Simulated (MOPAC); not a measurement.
# Property calculation, with input and output: B₂H₂F₂

System: B₂H₂F₂, SMILES FBBF.
Method: RM1, RHF (MOPAC 23.2.5).

The geometry comes from this level: GFN2-xTB.

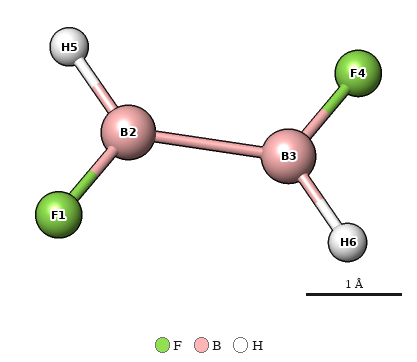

**Figure 1.** The input geometry (ball-and-stick view, seen at a tilt; atoms are numbered from 1 in the order of the input). Bond lengths as drawn: B–B 1.71 Å, B–F 1.32 Å and B–H 1.18 Å.

**The input (b2f2h2.mop)**
```
RM1 PL CAMP-KING DAMP=1.0 LOCALIZE DISP ITRY=73 1SCF VECTORS AUX(PRECISION=9) THREADS=1
B2F2H2

F     0.000000  0    0.000000  0    0.000000  0   0   0   0
B     1.317881  1    0.000000  0    0.000000  0   1   0   0
B     1.711773  1  119.937710  1    0.000000  0   2   1   0
F     1.317790  1  119.927720  1 -179.466180  1   3   2   1
H     1.180564  1  113.466620  1  179.881190  1   2   1   3
H     1.180443  1  113.423260  1  179.948300  1   3   4   2
```

Run as:
```bash
mopac b2f2h2.mop
```

**Output**
```
MOPAC v23.2.5
RM1 CALCULATION RESULTS

 *  RM1        - The RM1 Hamiltonian to be used
 *  CAMP,KING- THE CAMP-KING CONVERGER TO BE USED
 *  1SCF       - DO 1 SCF AND THEN STOP
 *  THREADS=1  - MULTI-THREADING NOT USED
 *  ITRY=      - DO A MAXIMUM OF    73 ITERATIONS FOR SCF
 *  DAMP=      - DAMP SCF OSCILLATIONS USING DAMP=  1.00
 *  AUX        - OUTPUT AUXILIARY INFORMATION
 *  VECTORS    - FINAL EIGENVECTORS TO BE PRINTED
 *  DISP       - PRINT DISPERSION AND HYDROGEN BOND ENERGIES
 *  LOCALIZE   - LOCALIZED ORBITALS TO BE PRINTED
 *  PL         - MONITOR CONVERGENCE IN DENSITY MATRIX
RM1 PL CAMP-KING DAMP=1.0 LOCALIZE DISP ITRY=73 1SCF VECTORS AUX(PRECISION=9) THREADS=1
 B2F2H2

  ATOM    CHEMICAL      BOND LENGTH      BOND ANGLE     TWIST ANGLE
 NUMBER    SYMBOL       (ANGSTROMS)      (DEGREES)       (DEGREES)
   (I)                     NA:I           NB:NA:I       NC:NB:NA:I       NA    NB    NC
     1       F          0.00000000       0.0000000       0.0000000        0     0     0
     2       B          1.31788100  *    0.0000000       0.0000000        1     0     0
     3       B          1.71177300  *  119.9377100  *    0.0000000        2     1     0
     4       F          1.31779000  *  119.9277200  * -179.4661800  *     3     2     1
     5       H          1.18056400  *  113.4666200  *  179.8811900  *     2     1     3
     6       H          1.18044300  *  113.4232600  *  179.9483000  *     3     4     2

          CARTESIAN COORDINATES

    NO.       ATOM           X           Y           Z

     1         F          0.0000      0.0000      0.0000
     2         B          1.3179      0.0000      0.0000
     3         B          2.1722      1.4834      0.0000
     4         F          3.4899      1.4832     -0.0106
     5         H          1.7880     -1.0829      0.0022
     6         H          1.7031      2.5666      0.0098

 DATA ARE NOT AVAILABLE FOR ELEMENT NO.  5

          SOME ELEMENTS HAVE BEEN SPECIFIED FOR WHICH
          NO PARAMETERS ARE AVAILABLE.  CALCULATION STOPPED.

          Parameters for some elements are missing

           Empirical Formula: H2 F2 B2  =     6 atoms

 *                                                                            *
 *     Error and normal termination messages reported in this calculation     *
 *                                                                            *
 * Parameters for some elements are missing                                   *
 * JOB ENDED NORMALLY                                                         *
 *                                                                            *

 TOTAL JOB TIME:             0.00 SECONDS

 == MOPAC DONE ==
```

**Outcome**

```tsv
quantity	value
outcome	refused by the program
hardware	1 thread of Arm Neoverse V2, 24 GiB of memory available, shared host
```

**What went wrong**

Some settings of this run were drawn to be unusual or wrong. The program refused the input: “Parameters for some elements are missing”
